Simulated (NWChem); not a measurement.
Energy and gradient calculation of CH$_{5}$BOSi (part 1 of 2)

- system: CH$_{5}$BOSi, SMILES O=CB[SiH3]
- method: HF/3-21G, RHF (NWChem 7.3.0)

The geometry comes from this level: PBE0-D4/def2-TZVP.

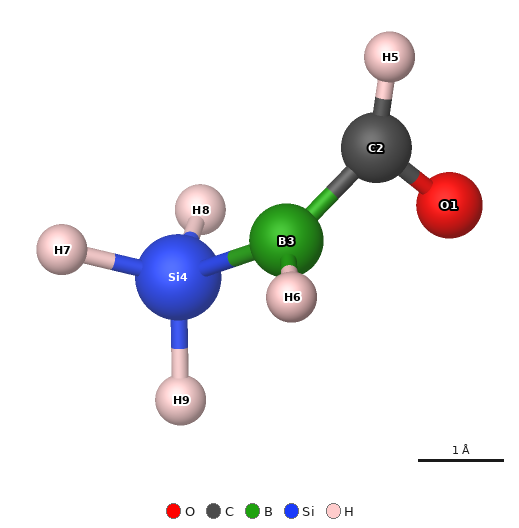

The structure (ball-and-stick view, seen at a tilt; atoms are numbered from 1 in the order of the input). Bond lengths as drawn: B–C 1.53 Å, B–H 1.20 Å, B–Si 2.01 Å, C–H 1.10 Å, C–O 1.22 Å and H–Si 1.49 Å.

Summary:

```json
{"quantity": "outcome", "value": "converged"}
{"quantity": "total energy", "value": "−426.861412 hartree"}
{"quantity": "basis functions", "value": "50"}
{"quantity": "largest force", "value": "1.336 eV/Å"}
{"quantity": "HOMO", "value": "−11.10 eV"}
{"quantity": "LUMO", "value": "2.16 eV"}
{"quantity": "dipole moment", "value": "2.53 D"}
{"quantity": "hardware", "value": "1 thread of Intel Xeon (Granite Rapids), 192 GiB of memory available, shared host"}
{"quantity": "wall time", "value": "4.5 s"}
{"quantity": "peak memory", "value": "0.097 GiB"}
```

Input file:
```
start run
title "CH5BOSi"
memory stack 880 mb heap 220 mb global 1100 mb
charge 0

geometry units atomic noautosym nocenter noautoz
O    2.00310969   3.13807920  -1.67694296
C    0.72357613   1.55732330  -2.77355103
B   -1.03916040   0.89535224  -0.57088626
Si  -0.06406172  -1.69508433   2.02937689
H    1.05578999   1.05616793  -4.76947977
H   -2.88920227   2.17186224  -0.34563091
H   -1.90692263  -3.81951444   1.81357016
H    2.51900492  -2.72611891   1.62195193
H   -0.23508193  -0.66556154   4.63927764
end

basis spherical bse
* library 3-21G
end

scf
thresh 1e-08
maxiter 80
end

task scf gradient
```

Launched with:
```bash
nwchem run.nw > run.out
```

Output:
```
Northwest Computational Chemistry Package (NWChem) 7.3.0
             --------------------------------------------------------

           Job information
           ---------------

    nwchem branch   = 7.3.0
    use scalapack   = T
    input           = run.nw
    prefix          = run.
    data base       = ./run.db
    status          = startup
    nproc           =        1

           Memory information
           ------------------

    heap     =     28835836 doubles =      220.0 Mbytes
    stack    =    115343361 doubles =      880.0 Mbytes
    global   =    144179200 doubles =     1100.0 Mbytes (distinct from heap & stack)
    total    =    288358397 doubles =     2200.0 Mbytes
    verify   = yes
    hardfail = no

           Directory information
           ---------------------

  0 permanent = .
  0 scratch   = .

                                NWChem Input Module
                                -------------------

                                      CH5BOSi
                                      -------

                             Geometry "geometry" -> ""
                             -------------------------

 Output coordinates in a.u. (scale by  1.000000000 to convert to a.u.)

  No.       Tag          Charge          X              Y              Z
 ---- ---------------- ---------- -------------- -------------- --------------
    1 O                    8.0000     2.00310969     3.13807920    -1.67694296
    2 C                    6.0000     0.72357613     1.55732330    -2.77355103
    3 B                    5.0000    -1.03916040     0.89535224    -0.57088626
    4 Si                  14.0000    -0.06406172    -1.69508433     2.02937689
    5 H                    1.0000     1.05578999     1.05616793    -4.76947977
    6 H                    1.0000    -2.88920227     2.17186224    -0.34563091
    7 H                    1.0000    -1.90692263    -3.81951444     1.81357016
    8 H                    1.0000     2.51900492    -2.72611891     1.62195193
    9 H                    1.0000    -0.23508193    -0.66556154     4.63927764

      Atomic Mass
      -----------

      O                 15.994910
      C                 12.000000
      B                 11.009310
      Si                27.976930
      H                  1.007825

 Effective nuclear repulsion energy (a.u.)     132.0737403546

            Nuclear Dipole moment (a.u.)
            ----------------------------
        X                 Y               Z
 ---------------- ---------------- ----------------
    12.8172563000    11.2109892600    -1.5403156500

            XYZ format geometry
            -------------------
     9
 geometry
 O                     1.06000008     1.66060012    -0.88740006
 C                     0.38290003     0.82410006    -1.46770010
 B                    -0.54990004     0.47380004    -0.30210002
 Si                   -0.03390000    -0.89700006     1.07390008
 H                     0.55870004     0.55890004    -2.52390018
 H                    -1.52890011     1.14930009    -0.18290001
 H                    -1.00910007    -2.02120014     0.95970007
 H                     1.33300009    -1.44260011     0.85830006
 H                    -0.12440001    -0.35220002     2.45500018

 ==============================================================================
                                internuclear distances
 ------------------------------------------------------------------------------
       center one      |      center two      | atomic units |       a.u.
 ------------------------------------------------------------------------------
    2 C                |   1 O                |     2.31053  |     2.31053
    3 B                |   2 C                |     2.89779  |     2.89779
    4 Si               |   3 B                |     3.79770  |     3.79770
    5 H                |   2 C                |     2.08453  |     2.08453
    6 H                |   3 B                |     2.25895  |     2.25895
    7 H                |   4 Si               |     2.82062  |     2.82062
    8 H                |   4 Si               |     2.81092  |     2.81092
    9 H                |   4 Si               |     2.81083  |     2.81083
 ------------------------------------------------------------------------------
                         number of included internuclear distances:          8
 ==============================================================================

 ==============================================================================
                                 internuclear angles
 ------------------------------------------------------------------------------
        center 1       |       center 2       |       center 3       |  degrees
 ------------------------------------------------------------------------------
    1 O                |   2 C                |   3 B                |    97.61
    1 O                |   2 C                |   5 H                |   122.05
    3 B                |   2 C                |   5 H                |   140.34
    2 C                |   3 B                |   4 Si               |   121.34
    2 C                |   3 B                |   6 H                |   116.42
    4 Si               |   3 B                |   6 H                |   121.83
    3 B                |   4 Si               |   7 H                |   107.07
    3 B                |   4 Si               |   8 H                |   112.76
    3 B                |   4 Si               |   9 H                |   111.73
    7 H                |   4 Si               |   8 H                |   108.24
    7 H                |   4 Si               |   9 H                |   107.89
    8 H                |   4 Si               |   9 H                |   108.96
 ------------------------------------------------------------------------------
                            number of included internuclear angles:         12
 ==============================================================================

 Summary of "ao basis" -> "" (spherical)
 ------------------------------------------------------------------------------
       Tag                 Description            Shells   Functions and Types
 ---------------- ------------------------------  ------  ---------------------
 *                           3-21G                    on all atoms

                      Basis "ao basis" -> "ao basis" (spherical)
                      -----
  [basis functions not shown]

 Summary of "ao basis" -> "ao basis" (spherical)
 ------------------------------------------------------------------------------
       Tag                 Description            Shells   Functions and Types
 ---------------- ------------------------------  ------  ---------------------
 O                           3-21G                   5        9   3s2p
 C                           3-21G                   5        9   3s2p
 B                           3-21G                   5        9   3s2p
 Si                          3-21G                   7       13   4s3p
 H                           3-21G                   2        2   2s

                                 NWChem SCF Module
                                 -----------------

                                      CH5BOSi

  ao basis        = "ao basis"
  functions       =    50
  atoms           =     9
  closed shells   =    19
  open shells     =     0
  charge          =   0.00
  wavefunction    = RHF
  input vectors   = atomic
  output vectors  = ./run.movecs
  use symmetry    = F
  symmetry adapt  = F

 Summary of "ao basis" -> "ao basis" (spherical)
 ------------------------------------------------------------------------------
       Tag                 Description            Shells   Functions and Types
 ---------------- ------------------------------  ------  ---------------------
 O                           3-21G                   5        9   3s2p
 C                           3-21G                   5        9   3s2p
 B                           3-21G                   5        9   3s2p
 Si                          3-21G                   7       13   4s3p
 H                           3-21G                   2        2   2s

 Forming initial guess at       0.0s

      Superposition of Atomic Density Guess
      -------------------------------------

 Sum of atomic energies:        -426.04286894

      Non-variational initial energy
      ------------------------------

 Total energy =    -427.581050
 1-e energy   =    -849.042333
 2-e energy   =     289.387543
 HOMO         =      -0.266609
 LUMO         =      -0.021297

 Starting SCF solution at       0.1s

 ----------------------------------------------
         Quadratically convergent ROHF

 Convergence threshold     :          1.000E-08
 Maximum no. of iterations :           80
 Final Fock-matrix accuracy:          1.000E-10
 ----------------------------------------------

              iter       energy          gnorm     gmax       time
             ----- ------------------- --------- --------- --------
                 1     -426.7816674493  9.95D-01  2.90D-01      0.2
                 2     -426.8470183432  3.52D-01  8.54D-02      0.5
                 3     -426.8613080198  1.76D-02  7.02D-03      0.8
                 4     -426.8614123936  3.80D-04  1.04D-04      1.3
                 5     -426.8614124093  7.53D-08  2.00D-08      2.2
                 6     -426.8614124093  8.48D-10  4.28D-10      2.7

       Final RHF  results
       ------------------

         Total SCF energy =   -426.861412409321
      One-electron energy =   -850.541605651972
      Two-electron energy =    291.606452888083
 Nuclear repulsion energy =    132.073740354567

        Time for solution =      2.6s

             Final eigenvalues
             -----------------

              1
    1  -68.2801
    2  -20.4922
    3  -11.2810
    4   -7.5932
    5   -6.0960
    6   -4.1916
    7   -4.1915
    8   -4.1911
    9   -1.4332
   10   -0.8656
   11   -0.7731
   12   -0.7178
   13   -0.6362
   14   -0.5859
   15   -0.5404
   16   -0.4834
   17   -0.4773
   18   -0.4268
   19   -0.4080
   20    0.0795
   21    0.1230
   22    0.1813
   23    0.1979
   24    0.2361
   25    0.2894
   26    0.3148
   27    0.3792
   28    0.3903
   29    0.4712

                       ROHF Final Molecular Orbital Analysis
                       -------------------------------------

 Vector    9  Occ=2.000000D+00  E=-1.433223D+00
              MO Center=  8.5D-01,  1.4D+00, -1.0D+00, r^2= 5.2D-01
   Bfn.  Coefficient  Atom+Function         Bfn.  Coefficient  Atom+Function
  ----- ------------  ---------------      ----- ------------  ---------------
     6      0.659081  1 O  s                  1     -0.212146  1 O  s
     2      0.201196  1 O  s

 Vector   10  Occ=2.000000D+00  E=-8.655957D-01
              MO Center=  3.0D-01,  8.1D-01, -1.2D+00, r^2= 1.7D+00
   Bfn.  Coefficient  Atom+Function         Bfn.  Coefficient  Atom+Function
  ----- ------------  ---------------      ----- ------------  ---------------
    15      0.542137  2 C  s                  6     -0.434776  1 O  s
    11      0.179586  2 C  s                 10     -0.165097  2 C  s

 Vector   11  Occ=2.000000D+00  E=-7.730943D-01
              MO Center=  1.8D-01,  3.1D-01, -5.1D-01, r^2= 3.7D+00
   Bfn.  Coefficient  Atom+Function         Bfn.  Coefficient  Atom+Function
  ----- ------------  ---------------      ----- ------------  ---------------
    33      0.225863  4 Si s                 24      0.220937  3 B  s
    14      0.209493  2 C  pz                18      0.183555  2 C  pz
    15     -0.177917  2 C  s                 29     -0.175929  4 Si s
     5      0.161086  1 O  pz                41     -0.154740  5 H  s
```
